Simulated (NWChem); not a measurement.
# UB3LYP/aug-cc-pVDZ run of AlHBr (SMILES [AlH][Br])

Aim: the vertical ionisation energy of AlHBr at UB3LYP/aug-cc-pVDZ, from 2 runs. 

The results are computed with NWChem 7.3.0.

## Step 1: The system as given

AlHBr has 3 atoms, charge 0, and is taken as a doublet. As SMILES, `[AlH][Br]`. The shape is that of a PBE0-D4/def2-TZVP optimisation.

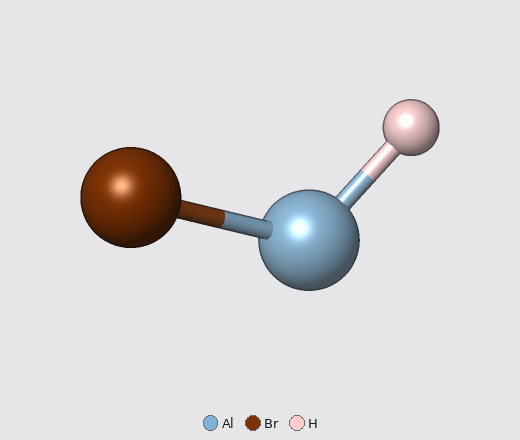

The structure, seen from a chosen angle (aluminium light blue, bromine brown, hydrogen pink).

## Step 2: The energy at UB3LYP/aug-cc-pVDZ

The input, albrh.nw:

```
start albrh
title "AlBrH"
memory total 2200 mb

geometry noautosym nocenter noautoz
 Al   -0.296700   -0.628000   -0.239100
 Br    1.584500    0.008600    0.871100
 H    -1.298900    0.554600   -0.645300
end

basis spherical bse
 * library aug-cc-pVDZ
end

dft
 xc b3lyp
 mult 2
 grid medium
 convergence energy 1e-08
 iterations 100
 mulliken
 noprint "final vectors analysis"
end

task dft
```

Run with:

```console
nwchem albrh.nw > albrh.out
```

The log of the run:

```text
[...]
          Wavefunction type:  spin polarized.
          No. of atoms     :     3
          No. of electrons :    49
[...]
          Charge           :     0
          Spin multiplicity:     2
[...]
          AO basis - number of functions:    72
[...]
              XC Information
              --------------
                         B3LYP Method XC Potential
                     Hartree-Fock (Exact) Exchange  0.200
                        Slater Exchange Functional  0.800 local
                    Becke 1988 Exchange Functional  0.720 non-local
              Lee-Yang-Parr Correlation Functional  0.810
                  VWN I RPA Correlation Functional  0.190 local
[...]
 d= 0,ls=0.0,diis     1  -2817.1894271453 -2.93D+03  9.50D-03  6.13D-02     9.6
[...]
 d= 0,ls=0.0,diis    10  -2817.2233151648 -7.65D-09  6.02D-07  5.21D-10    53.2
[...]
         Total DFT energy =    -2817.223315164786
      One electron energy =    -4150.121362212319
           Coulomb energy =     1327.530776433370
    Exchange-Corr. energy =     -110.356856513483
 Nuclear repulsion energy =      115.724127127645
[...]
      Total Density - Mulliken Population Analysis
     ---------------------------------------------
    Atom       Charge   Shell Charges
 -----------   ------   -------------------------------------------------------
    1 Al  13    12.87   2.00  2.03  0.87  0.48  0.02  6.02  0.85  0.40  0.01  0.19  0.02
    2 Br  35    35.25   2.00  2.00  2.03  1.09  0.81  0.05  6.00  6.01  2.71  2.44  0.09  9.95  0.07  0.01
    3 H    1     0.88   0.71  0.21 -0.05  0.01  0.00
[...]
      <S2> =      0.7530 (Exact =     0.7500)
[...]
```

Wall time 54 s (1 thread of Intel Xeon Platinum 8488C (Sapphire Rapids), shared host); peak memory 0.11 GiB.

## Step 3: The singlet cation

The input, albrh.nw:

```
start albrh
memory 2200 mb
charge 1
geometry units au noautosym nocenter noautoz
  Al    -0.56068174    -1.18674801    -0.45183352
  Br     2.99427104     0.01625164     1.64614043
  H     -2.45456526     1.04804211    -1.21944027
end
basis spherical bse
  * library aug-cc-pVDZ
end
dft
  xc b3lyp
  grid medium
  convergence energy 1e-08
  maxiter 100
  mulliken
  print low
end
task dft energy
```

Run with:

```console
nwchem albrh.nw > albrh.out
```

The log of the run:

```text
[...]
 d= 0,ls=0.0,diis     1  -2816.5569227469 -2.93D+03  4.18D-02  3.42D+00     8.7
[...]
 d= 0,ls=0.0,diis    11  -2816.9188671881 -3.92D-09  5.96D-07  1.34D-09    72.8
         Total DFT energy =    -2816.918867188050
      One electron energy =    -4138.285820371453
           Coulomb energy =     1315.708465935811
    Exchange-Corr. energy =     -110.065631593356
 Nuclear repulsion energy =      115.724118840948
[...]
      Total Density - Mulliken Population Analysis
     ---------------------------------------------
    Atom       Charge   Shell Charges
 -----------   ------   -------------------------------------------------------
    1 Al  13    12.33   2.00  2.03  0.89  0.29  0.02  6.02  0.72  0.19  0.00  0.16  0.01
    2 Br  35    34.93   2.00  2.00  2.03  1.12  0.79  0.02  6.00  6.01  2.66  2.25  0.02  9.95  0.07  0.01
    3 H    1     0.74   0.64  0.15 -0.06  0.01 -0.00
[...]
```

Wall time 74 s (1 thread of Intel Xeon Platinum 8488C (Sapphire Rapids), shared host); peak memory 0.11 GiB.

## Step 4: Results

At UB3LYP/aug-cc-pVDZ:

| quantity | value |
| --- | --- |
| doublet AlHBr: total energy | -2817.22332 Eh |
| doublet AlHBr: dipole moment | 1.59 D |
| doublet AlHBr: ⟨S²⟩ | 0.753 |
| singlet cation: total energy | -2816.91887 Eh |
| vertical ionisation energy (to the singlet cation) | 8.284 eV |

In words: Removing an electron at fixed nuclei costs 8.28 eV (191 kcal/mol). Only the singlet of the ionised species was computed; a triplet could lie lower.
